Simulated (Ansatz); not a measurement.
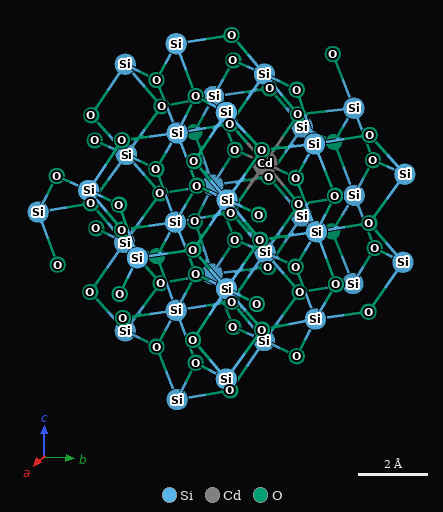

A defect cell of composition Si$_{22}$CdO$_{48}$, before the relaxation. A ball-and-stick model of the atoms within 5.8 Å of the atom that moves most (axes of the cell of the calculation (origin shifted)), seen slightly off an axis.

Method: Ansatz, DFT, PBEsol, PAW, plane waves.

Set-up: plane-wave cutoff 420 eV; k-point mesh 1 × 1 × 1; mesh shifted by (0.25, 0.25, 0.25); no spin polarisation; atoms relaxed in a fixed cell; force threshold 0.03 eV/Å; at most 80 steps.

```
Si Cd O
1.0
     8.38869    0.00000    0.00000
     0.00000    8.38869    0.00000
     0.00000    0.00000    8.03564
Si Cd O
22 1 48
Direct
  0.00247 0.00314 0.33396
  0.99979 0.00021 0.66701
  0.99918 0.49745 0.00069
  0.00266 0.50070 0.33519
  0.00058 0.49713 0.66232
  0.50128 0.99658 0.00098
  0.49696 0.00217 0.33038
  0.49785 0.99804 0.66902
  0.49767 0.50072 0.00057
  0.49897 0.49818 0.66966
  0.25023 0.24534 0.16659
  0.25427 0.24954 0.50039
  0.25133 0.24365 0.83328
  0.25051 0.75399 0.16567
  0.24846 0.75192 0.49179
  0.24974 0.74901 0.83389
  0.75210 0.24720 0.16451
  0.75090 0.25308 0.49924
  0.74864 0.24890 0.83307
  0.75176 0.75383 0.16591
  0.75315 0.74693 0.49532
  0.75043 0.74955 0.83748
  0.50172 0.50116 0.33624
  0.16027 0.15748 0.99984
  0.15357 0.15351 0.33280
  0.15746 0.15490 0.66584
  0.15503 0.64871 0.99683
  0.15235 0.65530 0.33218
  0.15625 0.65135 0.66290
  0.65216 0.15404 0.00301
  0.65244 0.15135 0.32952
  0.65302 0.15231 0.66385
  0.65568 0.65293 0.00171
  0.64831 0.65204 0.33246
  0.65147 0.65593 0.66426
  0.34956 0.35197 0.99627
  0.34527 0.35090 0.33254
  0.34654 0.34571 0.66754
  0.34495 0.85272 0.00112
  0.34683 0.84759 0.33072
  0.34854 0.84938 0.66639
  0.84614 0.34631 0.00225
  0.85050 0.35072 0.33599
  0.84650 0.34529 0.67031
  0.84645 0.84939 0.00153
  0.84802 0.84655 0.33407
  0.84641 0.84730 0.66678
  0.09480 0.40456 0.16645
  0.09662 0.40796 0.49898
  0.09728 0.40383 0.82881
  0.09750 0.90370 0.16460
  0.09339 0.90103 0.49922
  0.09892 0.90396 0.83630
  0.59434 0.40467 0.16859
  0.59417 0.40196 0.50142
  0.59752 0.40696 0.83577
  0.59732 0.90213 0.16698
  0.60031 0.90391 0.49846
  0.59462 0.89856 0.83378
  0.40165 0.09797 0.16600
  0.40241 0.10254 0.49267
  0.40249 0.09880 0.82922
  0.39985 0.59611 0.16156
  0.40450 0.59330 0.49951
  0.40337 0.59861 0.83291
  0.90564 0.09659 0.16713
  0.90647 0.09711 0.50258
  0.90186 0.09927 0.83486
  0.90720 0.59371 0.16623
  0.90463 0.59889 0.50208
  0.90543 0.59965 0.82955
```

**Where does the relaxation end?**

The atom that moves furthest is O54 (0.28 Å along [1 −1 −2]). Largest moves by element: O 0.28 Å, Si 0.09 Å, Cd 0.03 Å. The cell stays as it was. Near-neighbour distances that change, for instance: Cd23–O64 1.727 → 2.005 Å, Cd23–O55 1.748 → 2.006 Å, Cd23–O54 1.753 → 2.005 Å, Cd23–O34 1.765 → 2.015 Å. Bond angles that change, for instance: Si9–O54–Si17 129.2° → 144.1°, O55–Si10–O64 79.5° → 94.0°, O54–Si9–O63 81.8° → 95.0°. Over 5 geometry steps the energy falls by 7.260 eV per cell of the calculation. Largest force component: 7.3 eV/Å at the start, 0.015 eV/Å at the end. Cost: 59 s on 7 threads of Arm Neoverse-V2, peak memory 1.4 GiB.

The end point in the same view:

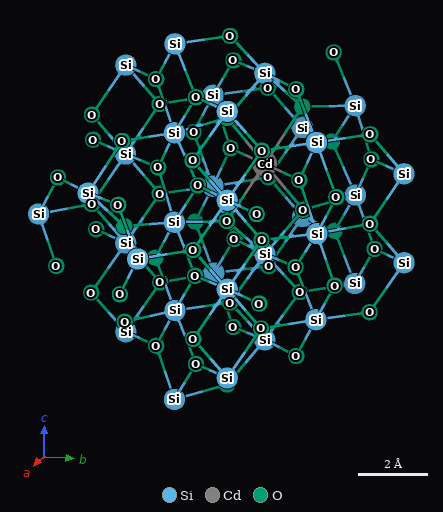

Limits of the set-up: the periodic images lie only 8.0 Å apart, so the values are limited by the cell's size.
